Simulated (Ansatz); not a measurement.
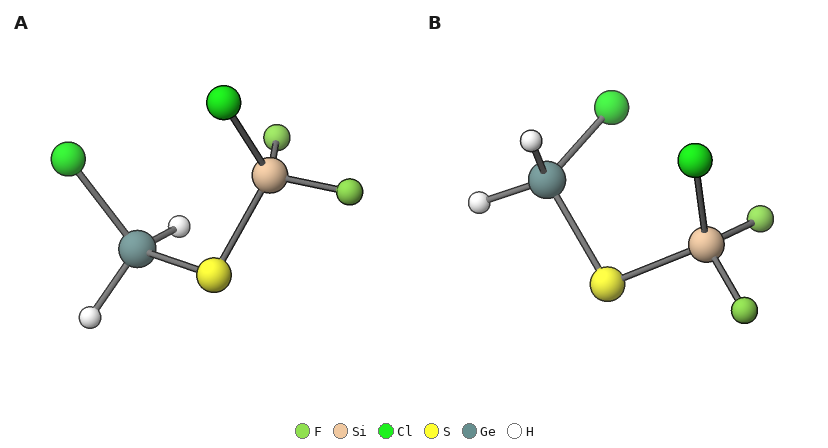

2 stationary structures of one formula. Geometries: PBE0-D4/def2-TZVP. Electronic energies: RHF-CCSD(T) (frozen core)/def2-TZVPP (Ansatz 0.2.0), without zero-point energy. No frequency run is at hand to confirm each as a minimum.

Question: How are they related?

Answer: They are conformers of Cl2F2GeH2SSi: `F[Si](F)(Cl)[S][GeH2][Cl]`.

Question: Which structure is the most stable?

Answer: B is lowest; A lies 0.008 eV above it.
